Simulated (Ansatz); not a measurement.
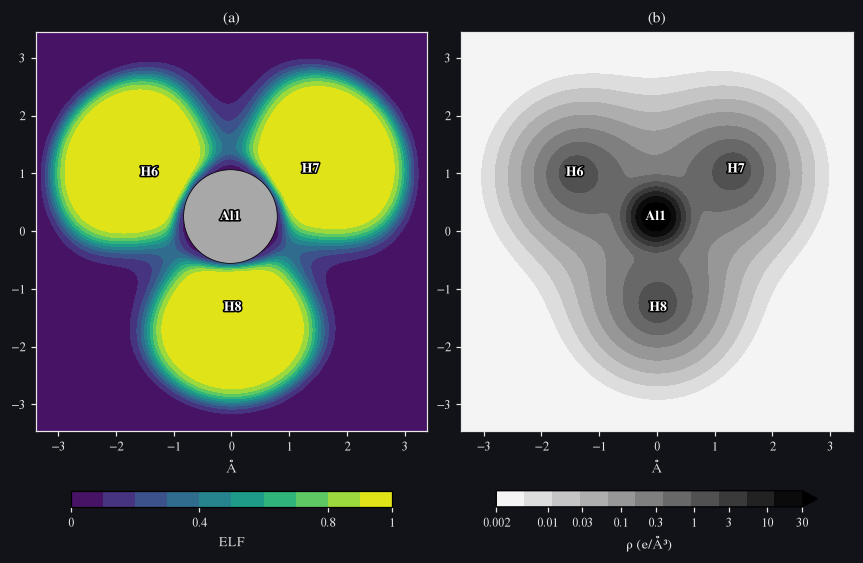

AlH3···CH4. (a) electron localisation function; (b) total electron density on the plane of atoms H6, Al1 and H8. Grey discs cover the atomic cores in the ELF map.

Not at a stationary point (largest force 0.6 eV/Å).

These are results of RKS PBE/cc-pVDZ (Ansatz), not measurements.

Input file:

```
crystal:
  periodic: [false, false, false]
  atoms:
    - { symbol: Al, position_ang: [0.0, 0.0, 0.0] }
    - { symbol: C, position_ang: [0.0, 0.0, 2.32] }
    - { symbol: H, position_ang: [-0.9996, -0.3092, 2.6905] }
    - { symbol: H, position_ang: [0.7676, -0.7111, 2.6905] }
    - { symbol: H, position_ang: [0.232, 1.0203, 2.6905] }
    - { symbol: H, position_ang: [1.351, 0.0, -0.78] }
    - { symbol: H, position_ang: [-1.351, 0.0, -0.78] }
    - { symbol: H, position_ang: [-0.2382, -1.749, 0.5865] }
    - { symbol: H, position_ang: [-0.19, -1.3947, 1.5677] }
basis:
  gaussian: { orbitals: cc-pVDZ }
hamiltonian:
  xc: pbe
relax:
  f_tol: 0.15
  max_steps: 25
  restrain:
    - { distance: [0, 7], at: 1.56, k: 30.0 }
    - { distance: [8, 1], at: 1.11, k: 30.0 }
    - { distance: [0, 1], at: 3.17, k: 30.0 }
    - { distance: [8, 7], at: 1.86, k: 30.0 }
output:
  orbitals: {}
```

Command:

```sh
ansatz run input.yaml --threads 1 --pin off --max-ram 2048MiB --backend cpu --events-out ev --progress --plain --runs-dir out
```

The fields are those of the run's last geometry, not of the input's.

> Interpret the plot.

- Atoms in the plane: Al and H.
- Al–H (1.57 Å): the density is about 0.53 e/Å³ at the midpoint; the ELF climbs to about 1 towards the hydrogen.
